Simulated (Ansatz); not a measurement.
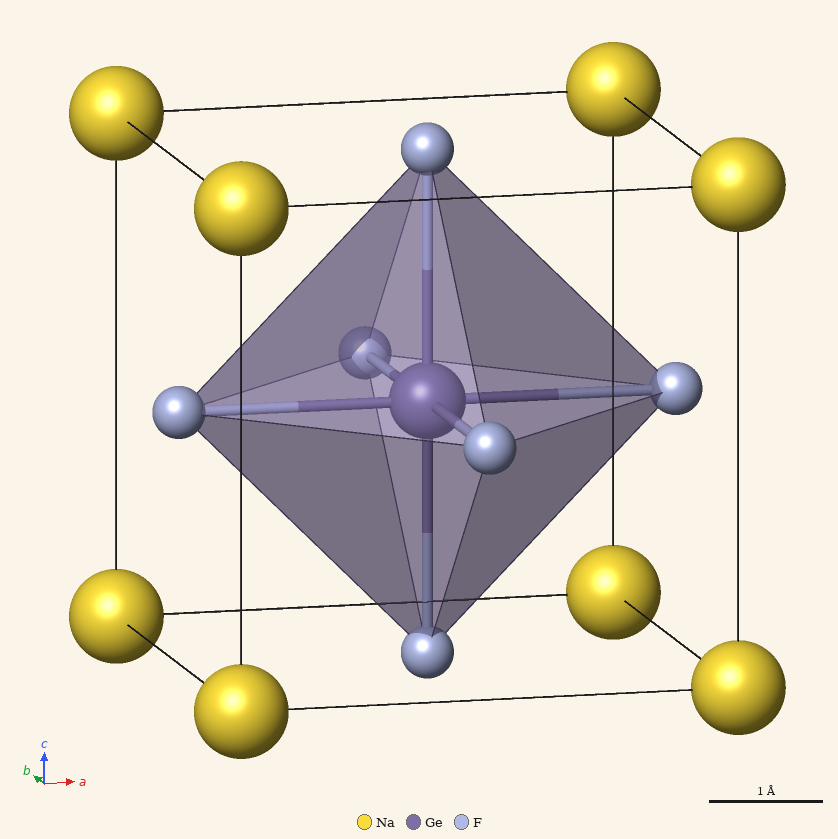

View slightly off an axis, drawn as a polyhedral model. The wireframe shows the conventional unit cell.

NaGeF₃, cubic perovskite, space group Pm-3m (No. 221), a = 4.565 Å, b = 4.565 Å, c = 4.565 Å, α = 90.00°, β = 90.00°, γ = 90.00°. Provenance: a structure type filled with these elements by a generator (whether the compound takes this form wasn't checked). The cell was then strained or its atoms displaced on purpose. A calculation with Ansatz used it as input.

This one geometry was computed with Ansatz (DFT, plane waves, PAW) at three levels of theory: PBE, r2SCAN and HSE06. It was relaxed with r2SCAN and then strained.

Question: Which level gives the highest pressure at this volume, and what does that say about its equilibrium volume?

Answer: Highest: PBE (-4.4 GPa), which points to the largest equilibrium volume. Lowest, with the smallest volume: r2SCAN (-6.0 GPa). Levels within 0.5 GPa of each other can't be told apart.

Question: How does the band gap change with the level of theory?

Answer: PBE: a gap of 2.28 eV, indirect; r2SCAN: a gap of 2.67 eV, indirect; HSE06: a gap of 3.26 eV, indirect.

Question: Collect the results in a table.

Answer:
| level | cutoff (eV) | k-mesh of the run's cell | gap (eV) | pressure (GPa) |
| --- | --- | --- | --- | --- |
| PBE | 420 | 6×6×6 | 2.28 | -4.4 |
| r2SCAN | 500 | 6×6×6 | 2.67 | -6.0 |
| HSE06 | 420 | 4×4×4 | 3.26 | -5.3 |

Gaps are taken on the k-mesh or band path of each run.
